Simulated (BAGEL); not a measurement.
**CH3BClFS (SMILES CSB(F)Cl): levels of theory compared**

Aim: a comparison of 4 runs (B3LYP/6-31G*, B3LYP/def2-SVP, PBE0/def2-SVP, RI-MP2/def2-SVP) of CH3BClFS. 

The calculation is run with BAGEL 1.2.2.

## Step 1: The system as given

The species is CH3BClFS (8 atoms), meant as a singlet with charge 0. SMILES: `CSB(F)Cl`. The coordinates come from a PBE0-D4/def2-TZVP relaxation. This is one conformer, not always the lowest.

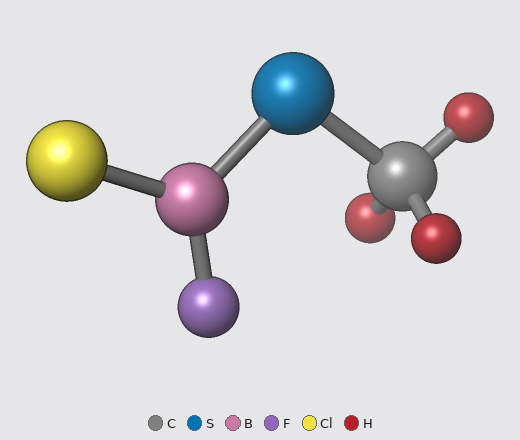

Viewed from a chosen angle; carbon grey, sulfur blue, boron pink, fluorine purple, chlorine yellow, hydrogen red.

## Step 2: The energy at B3LYP/6-31G(d) (density fitting with qzvpp-jkfit, spherical functions) (run 1)

dft.json

```json
{ "bagel": [

{
  "title": "molecule",
  "basis": "6-31gs.json",
  "df_basis": "qzvpp-jkfit",
  "angstrom": true,
  "geometry": [
    { "atom": "C", "xyz": [       0.113400,       0.911000,       0.897400 ] },
    { "atom": "S", "xyz": [      -1.115300,       0.193300,      -0.223500 ] },
    { "atom": "B", "xyz": [      -0.151700,      -1.054600,      -1.055700 ] },
    { "atom": "F", "xyz": [       1.126700,      -1.251200,      -0.780800 ] },
    { "atom": "Cl", "xyz": [      -0.911800,      -2.055800,      -2.276100 ] },
    { "atom": "H", "xyz": [      -0.396600,       1.693700,       1.457300 ] },
    { "atom": "H", "xyz": [       0.489500,       0.159600,       1.588700 ] },
    { "atom": "H", "xyz": [       0.937800,       1.347000,       0.336900 ] }
  ]
},

{ "title": "ks", "xc_func": "b3lyp" },

{ "title": "print", "file": "orbitals.molden", "orbitals": true }

]}
```

The basis set 6-31G* is read from a file made from the Basis Set Exchange's data (not shown).

The run is started by

```console
$ BAGEL_NUM_THREADS=1 BAGEL dft.json > dft.out
```

What it wrote:

```text
* using 1 threads per process

  ===============================================================
  ===============================================================

  *** Geometry ***

  { "atom" : "C", "xyz" : [      0.214295,      1.721541,      1.695840 ] },
  { "atom" : "S", "xyz" : [     -2.107612,      0.365284,     -0.422354 ] },
  { "atom" : "B", "xyz" : [     -0.286671,     -1.992905,     -1.994984 ] },
  { "atom" : "F", "xyz" : [      2.129154,     -2.364425,     -1.475498 ] },
  { "atom" : "Cl", "xyz" : [     -1.723052,     -3.884899,     -4.301206 ] },
  { "atom" : "H", "xyz" : [     -0.749465,      3.200629,      2.753898 ] },
  { "atom" : "H", "xyz" : [      0.925021,      0.301600,      3.002208 ] },
  { "atom" : "H", "xyz" : [      1.772185,      2.545461,      0.636649 ] },

  Number of auxiliary basis functions:      537

  Since a DF basis is specified, we compute 2- and 3-index integrals:
    o Being stored without compression. Storage requirement is 0.030 GB

  Number of basis functions:       84
  Number of electrons      :       56

    * METHOD: MOLECULE                             0.26

  *** Kohn-Sham DFT ***

    * Removing 15061 points whose weight is below 1.00e-10
    * Grid points: 104187

  === Nuclear Repulsion ===
   261.5100317963

       - DIIS with orbital gradients will be used.

  === KS iteration (b3lyp / 6-31gs.json) ===
      0       -987.48687747          0.12008943           0.37
      1       -896.56640901          0.17105508           0.37
      2       -913.82346434          0.16080269           0.36
      3       -972.61993266          0.15273760           0.36
      4      -1006.49875413          0.11787261           0.37
      5      -1018.10612499          0.06464264           0.36
      6      -1022.54366493          0.02610981           0.36
      7      -1021.55150979          0.04525679           0.37
      8      -1023.10663451          0.00304942           0.36
      9      -1023.11087709          0.00233801           0.36
     10      -1023.11319937          0.00078076           0.36
     11      -1023.11351506          0.00013073           0.37
     12      -1023.11352328          0.00006809           0.36
     13      -1023.11352577          0.00002127           0.37
     14      -1023.11352607          0.00000344           0.36
     15      -1023.11352608          0.00000068           0.37
     16      -1023.11352608          0.00000033           0.36
     17      -1023.11352608          0.00000014           0.36
     18      -1023.11352608          0.00000005           0.36
     19      -1023.11352608          0.00000001           0.36
     20      -1023.11352608          0.00000001           0.37
     21      -1023.11352608          0.00000000           0.36
    * SCF iteration converged.

    * Permanent dipole moment:
           (   -0.385949,    -0.535891,    -0.645618) a.u.

    * METHOD: KS                                   8.48

    * METHOD: PRINT                                0.01

  ===============================================================
```

Wall time 9 s (1 thread of Arm Neoverse V2, shared host); peak memory 0.45 GiB.

## Step 3: A single-point energy at B3LYP/def2-SVP (density fitting with qzvpp-jkfit) (run 2)

calc.json

```json
{ "bagel": [

{
  "title": "molecule",
  "basis": "svp",
  "df_basis": "qzvpp-jkfit",
  "angstrom": "true",
  "geometry": [
    { "atom": "C", "xyz": [    0.113400,    0.911000,    0.897400 ] },
    { "atom": "S", "xyz": [   -1.115300,    0.193300,   -0.223500 ] },
    { "atom": "B", "xyz": [   -0.151700,   -1.054600,   -1.055700 ] },
    { "atom": "F", "xyz": [    1.126700,   -1.251200,   -0.780800 ] },
    { "atom": "Cl", "xyz": [   -0.911800,   -2.055800,   -2.276100 ] },
    { "atom": "H", "xyz": [   -0.396600,    1.693700,    1.457300 ] },
    { "atom": "H", "xyz": [    0.489500,    0.159600,    1.588700 ] },
    { "atom": "H", "xyz": [    0.937800,    1.347000,    0.336900 ] }
  ]
},
{
  "title": "ks",
  "xc_func": "b3lyp",
  "charge": 0
},
{
  "title": "print",
  "file": "orbitals.molden",
  "orbitals": "true"
}

]}
```

The run is started by

```console
$ BAGEL_NUM_THREADS=1 BAGEL calc.json > calc.out
```

What it wrote:

```text
* using 1 threads per process

  ===============================================================
  ===============================================================

  *** Geometry ***

  { "atom" : "C", "xyz" : [      0.214295,      1.721541,      1.695840 ] },
  { "atom" : "S", "xyz" : [     -2.107612,      0.365284,     -0.422354 ] },
  { "atom" : "B", "xyz" : [     -0.286671,     -1.992905,     -1.994984 ] },
  { "atom" : "F", "xyz" : [      2.129154,     -2.364425,     -1.475498 ] },
  { "atom" : "Cl", "xyz" : [     -1.723052,     -3.884899,     -4.301206 ] },
  { "atom" : "H", "xyz" : [     -0.749465,      3.200629,      2.753898 ] },
  { "atom" : "H", "xyz" : [      0.925021,      0.301600,      3.002208 ] },
  { "atom" : "H", "xyz" : [      1.772185,      2.545461,      0.636649 ] },

  Number of auxiliary basis functions:      537

  Since a DF basis is specified, we compute 2- and 3-index integrals:
    o Being stored without compression. Storage requirement is 0.037 GB

  Number of basis functions:       93
  Number of electrons      :       56

    * METHOD: MOLECULE                             0.25

  *** Kohn-Sham DFT ***

    * Removing 15061 points whose weight is below 1.00e-10
    * Grid points: 104187

  === Nuclear Repulsion ===
   261.5100317963

       - DIIS with orbital gradients will be used.

  === KS iteration (b3lyp / svp) ===
      0       -986.50723733          0.09321546           0.41
      1       -897.38884776          0.15853917           0.40
      2       -915.66557504          0.13425215           0.40
      3       -972.72884135          0.13347322           0.40
      4      -1016.73120843          0.06470588           0.40
      5      -1022.22798444          0.02902972           0.40
      6      -1022.51423641          0.01935316           0.40
      7      -1022.75788243          0.00380386           0.40
      8      -1022.76327369          0.00227565           0.40
      9      -1022.76651142          0.00044422           0.40
     10      -1022.76663282          0.00012106           0.40
     11      -1022.76664551          0.00003596           0.40
     12      -1022.76664666          0.00000413           0.40
     13      -1022.76664668          0.00000157           0.40
     14      -1022.76664668          0.00000087           0.40
     15      -1022.76664668          0.00000010           0.39
     16      -1022.76664668          0.00000003           0.40
     17      -1022.76664668          0.00000002           0.40
     18      -1022.76664668          0.00000001           0.40
    * SCF iteration converged.

    * Permanent dipole moment:
           (   -0.216447,    -0.497154,    -0.547918) a.u.

    * METHOD: KS                                   8.08

    * METHOD: PRINT                                0.02

  ===============================================================
```

Run time: 8.7 s. Hardware: 1 thread of Arm Neoverse V2, shared host; peak memory 0.48 GiB.

Run 3 isn't shown in full; the table further down has it.

## Step 4: The energy at RI-MP2/def2-SVP (density fitting with qzvpp-jkfit) (run 4)

calc.json, as its differences from that of step 3:

```diff
@@ -18,12 +18,4 @@
 },
-{
-  "title": "ks",
-  "xc_func": "b3lyp",
-  "charge": 0
-},
-{
-  "title": "print",
-  "file": "orbitals.molden",
-  "orbitals": "true"
-}
+{ "title": "hf" },
+{ "title": "mp2", "ncore": 13 }
```

The run is started by

```console
$ BAGEL_NUM_THREADS=1 BAGEL calc.json > calc.out
```

What it wrote:

```text
* using 1 threads per process

  ===============================================================
  ===============================================================

  *** Geometry ***

  { "atom" : "C", "xyz" : [      0.214295,      1.721541,      1.695840 ] },
  { "atom" : "S", "xyz" : [     -2.107612,      0.365284,     -0.422354 ] },
  { "atom" : "B", "xyz" : [     -0.286671,     -1.992905,     -1.994984 ] },
  { "atom" : "F", "xyz" : [      2.129154,     -2.364425,     -1.475498 ] },
  { "atom" : "Cl", "xyz" : [     -1.723052,     -3.884899,     -4.301206 ] },
  { "atom" : "H", "xyz" : [     -0.749465,      3.200629,      2.753898 ] },
  { "atom" : "H", "xyz" : [      0.925021,      0.301600,      3.002208 ] },
  { "atom" : "H", "xyz" : [      1.772185,      2.545461,      0.636649 ] },

  Number of auxiliary basis functions:      537

  Since a DF basis is specified, we compute 2- and 3-index integrals:
    o Being stored without compression. Storage requirement is 0.037 GB

  Number of basis functions:       93
  Number of electrons      :       56

    * METHOD: MOLECULE                             0.25

  *** RHF ***

  === Nuclear Repulsion ===
   261.5100317963

      * DIIS with orbital gradients will be used.

  === RHF iteration (svp) ===
      0      -1020.36164515          0.01373257           0.10
      1      -1020.46250875          0.00830442           0.09
      2      -1020.50236317          0.00125608           0.09
      3      -1020.50385651          0.00022890           0.09
      4      -1020.50390232          0.00006129           0.09
      5      -1020.50390635          0.00001873           0.10
      6      -1020.50390677          0.00000545           0.10
      7      -1020.50390681          0.00000141           0.09
      8      -1020.50390681          0.00000056           0.10
      9      -1020.50390681          0.00000021           0.10
     10      -1020.50390681          0.00000006           0.09
     11      -1020.50390681          0.00000002           0.09
     12      -1020.50390681          0.00000001           0.09
    * SCF iteration converged.

    * Permanent dipole moment:
           (   -0.260509,    -0.522645,    -0.587948) a.u.

    * METHOD: HF                                   1.45

  *** RHF ***

  === Nuclear Repulsion ===
   261.5100317963

      * DIIS with orbital gradients will be used.

  === RHF iteration (svp) ===
      0      -1020.50390681          0.00000000           0.09
    * SCF iteration converged.

    * Permanent dipole moment:
           (   -0.260509,    -0.522645,    -0.587948) a.u.

  === DF-MP2 calculation ===

    * freezing 13 orbitals
    * 3-index integral transformation done
    * assembly done

      MP2 correlation energy:   -0.6714738084      0.06

      MP2 total energy:       -1021.1753806227

    * METHOD: MP2                                  0.25

  ===============================================================
```

Run time: 2.1 s. Hardware: 1 thread of Arm Neoverse V2, shared host; peak memory 0.15 GiB.

## Step 5: All runs side by side

```csv
run,level,frozen core orbitals,energy (Eh),dipole moment (D),HOMO energy (eV),LUMO energy (eV),wall time
1,"B3LYP/6-31G* (density fitting with qzvpp-jkfit, spherical functions)",–,-1023.113526,2.35,-7.36,-0.38,9 s
2,B3LYP/def2-SVP (density fitting with qzvpp-jkfit),–,-1022.766647,1.96,-7.32,-0.31,8.7 s
3,PBE0/def2-SVP (density fitting with qzvpp-jkfit),–,-1022.268873,2.07,-7.64,-0.19,8.7 s
4,RI-MP2/def2-SVP (density fitting with qzvpp-jkfit),13,-1021.175381,–,–,–,2.1 s
```

## Step 6: Results

| quantity | value |
| --- | --- |
| run 4: total energy | -1021.17538 Eh |
| run 4: correlation energy (13 core orbitals frozen) | -671.5 mEh |

**Reading.** Over runs 1, 2, 3 the dipole moment (its size) runs from 1.96 D (B3LYP/def2-SVP) to 2.35 D (B3LYP/6-31G*). Over runs 1, 2, 3 the HOMO–LUMO gap runs from 6.99 eV (B3LYP/6-31G*) to 7.46 eV (PBE0/def2-SVP). The two ends differ in method and basis. Totals of different functionals can't be ranked against each other. All runs together took 29 s, the longest 9 s.
